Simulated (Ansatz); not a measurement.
The compound is TcO2 (1T sheet).

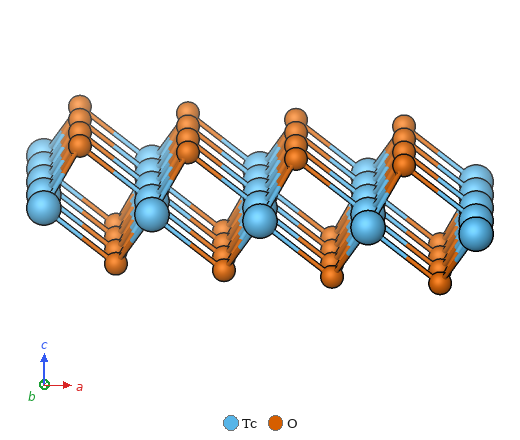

The structure (technetium blue, oxygen orange). 4×4×1 cells are drawn. Some periodic images of atoms are drawn too.

The cell holds 3 atoms: 1 Tc and 2 O. Cell: a = 2.758 Å, b = 2.758 Å, c = 28.793 Å, α = 90.0°, β = 90.0°, γ = 120.0°. Vacuum lies along c.

```
Tc O
1.0
     1.95047   -1.95047    0.00000
    -1.95047    0.00000   -1.95047
    16.62358   16.62358  -16.62358
Tc O
1 2
Cartesian
  5.3395 5.3395 -5.3395
  5.4039 5.4039 -7.3543
  5.2751 3.3246 -5.2751
```

The structure was relaxed with PBEsol. The structure was generated from a model, not taken from a measurement. The runs that relaxed it are not among those shown. The program's search for lower electronic states was switched off, so nothing shows that the state found is the lowest. PAW set soft_2, made with PBE.

A constrained-RPA run (Ansatz 0.2.0; non-magnetic PBEsol; Tc t2g, bands v2 to c1, 6×6×1 mesh, medium accuracy) builds 3 functions on bands 4.0 eV wide, with 3.0 electrons in the window. The bare on-site interaction is 11.2 eV and the bare J 0.35 eV.

What U and J survive the screening?

On the Tc t2g shell, U = 3.32 eV (30 % of the bare value), U′ = 2.77 eV, J = 0.25 eV.

The parent state is non-magnetic and the interaction static (zero frequency); U depends on the window and the orbitals, so it belongs to this model alone.

[Paths, hosts, dates, memory and timing lines, banners, echoed tables and standing remarks are left out of the program output.]

[Logs are printed without paths, hosts, clocks, repeated set-up lines and the standing remarks that a program may print on its own settings, such as how far it seeks lower states.]

[Runs of the session that timed out or met a known fault of the program may be left out.]

[Hosts, paths, dates, database ids (printed as entryN), source tags and the programs' standing remarks are cut or masked in the printed files.]
